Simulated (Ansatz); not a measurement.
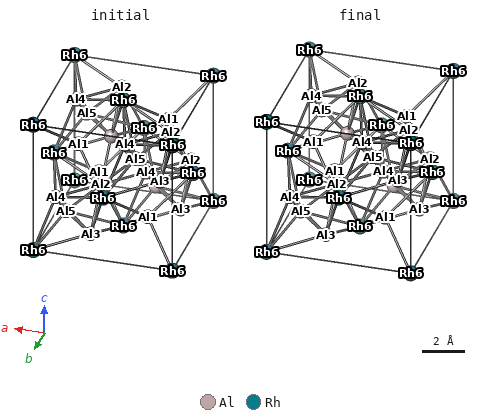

The structure of crystalline Al₅Rh (a generated structure, set up in F-43m) (coarse preliminary run) before (left) and after (right) a relaxation, at one scale.

The picture is a ball-and-stick view of the conventional cell (4 times the calculation's cell), seen from a free direction. Lengths and directions refer to the drawn axes.

The calculation used Ansatz 0.2.0, DFT PBE, scalar-relativistic, plane waves, PAW.

The input:
```yaml
crystal:
  lattice:
    - [0.0, 3.50167007, 3.50167007]
    - [3.50167007, 0.0, 3.50167007]
    - [3.50167007, 3.50167007, 0.0]
  atoms:
    - { symbol: Al, position: [0.25, 0.25, 0.25] }
    - { symbol: Al, position: [0.12830949, 0.62389684, 0.62389684] }
    - { symbol: Al, position: [0.62389684, 0.62389684, 0.62389684] }
    - { symbol: Al, position: [0.62389684, 0.62389684, 0.12830949] }
    - { symbol: Al, position: [0.62389684, 0.12830949, 0.62389684] }
    - { symbol: Rh, position: [0.0, 0.0, 0.0] }
basis:
  ecutwfc: 420
kpoints:
  mp_grid: { grid: [4, 4, 4] }
hamiltonian:
  xc: pbe
scf:
  occupations: { method: gaussian, width: 0.1 }
  lower_state_search: "off"
output:
  forces: true
  stress: true
  eigenvalues: true
relax:
  adjacent_minimum: "off"
  f_tol: 0.04
  max_steps: 70
  cell: { stress_tol: 0.4 }
```

Command:
```bash
ansatz run input.yaml --threads 1 --pin off --max-ram 2560MiB --backend cpu --events-out ev --progress --plain --runs-dir out
```

### What changed between the two?

Over 3 accepted moves (5 points after the start) the energy falls by 61.7 meV per atom. The largest force component goes from 0.33 to 0.0022 eV/Å. Pressure: 12.66 GPa at the start and 0.03 GPa at the end. The SCF was repeated twice at an unchanged geometry on a basis and grid sized afresh for the cell, which shifted the energy by 1.0 meV per atom at most. The largest moves relative to the cell, 0.015 Å, are those of Al2, Al3, Al4 and Al5. Al4 goes along [−1 −1 −1]. Rh stays in place. The drawn cell changes as follows: a = b = c 7.003 → 7.265 Å (+3.7 %); the volume changes by +11.6 %. Some distances before and after: Al2–Al3 2.454 → 2.570 Å, Al1–Rh6 3.033 → 3.146 Å, Al2–Rh6 2.906 → 3.012 Å, Al2–Al3 (another image) 2.498 → 2.567 Å. The space group stays F-43m (No. 216).
